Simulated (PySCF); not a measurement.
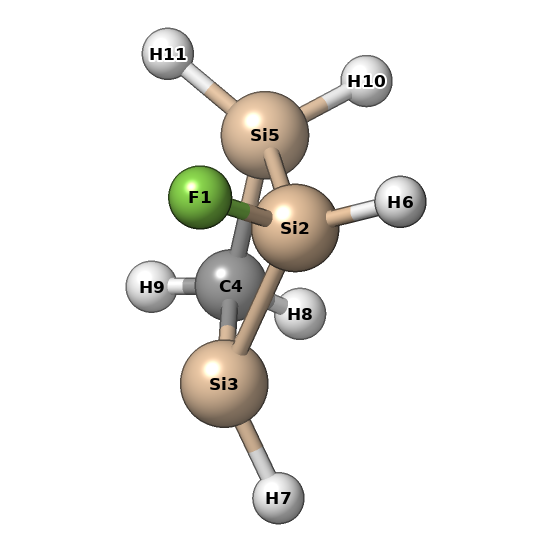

Charge 0, doublet. The computed structure is the end point of a GFN2-xTB optimisation. No frequency run is at hand to confirm it as a minimum. Properties computed with UKS B3LYP, pcH-1 on C F H Si, non-relativistic (PySCF 2.14.0).

Give the isotropic hyperfine couplings (Fermi-contact term alone) of F1, Si2, Si3, C4, Si5, H6, H7, H8, H9, H10, H11.

```tsv
atom	isotope	a_iso (MHz)
F1	19F	41.5
Si2	29Si	−17.2
Si3	29Si	−385.5
C4	13C	0.3
Si5	29Si	−12.8
H6	1H	27.5
H7	1H	21.5
H8	1H	45.2
H9	1H	34.0
H10	1H	−2.8
H11	1H	18.0
```

The geometry is semi-empirical. Around Si such bond lengths and angles can be off by a tenth of an ångström or more and by several degrees, and values that hang on the shape move with them.
